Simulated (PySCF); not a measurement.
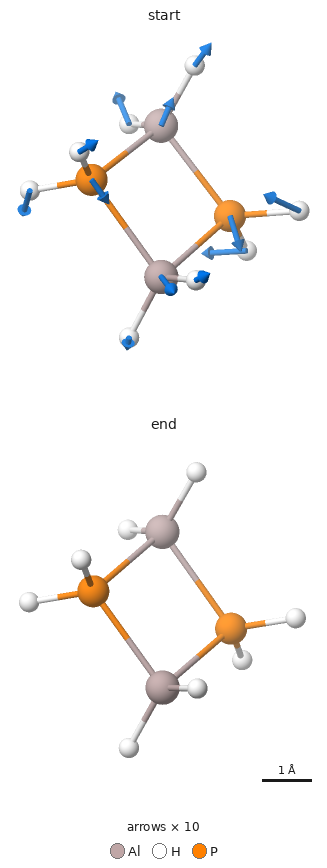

The structure of Al2P2H8 before (top) and after (bottom) a relaxation, at one scale. The blue arrows give the displacements, magnified 10 times.

Style: ball-and-stick. Shown from a free direction.

The start comes from GFN2-xTB. Its atoms were then displaced at random by about 0.03 Å.

All numbers below come from PBE0-D3(BJ)/def2-SVP geometry optimisation, gas phase (PySCF). 

Q: What changed between the two?

A: After 6 geometry steps the energy has fallen by 41.2 kJ/mol. The atom that moves furthest after the best rigid fit is an H atom (0.11 Å). Largest moves by element: H 0.11 Å, Al 0.10 Å, P 0.08 Å. Some distances before and after: Al–P 2.347 → 2.455 Å, H–P 1.339 → 1.416 Å, Al–H 1.514 → 1.591 Å, H–P 1.483 → 1.416 Å. Among the angles between lasting bonds that change: H–P–H 90.6° → 100.5°, Al–P–H 122.6° → 115.8°, Al–P–H 121.0° → 114.8°.
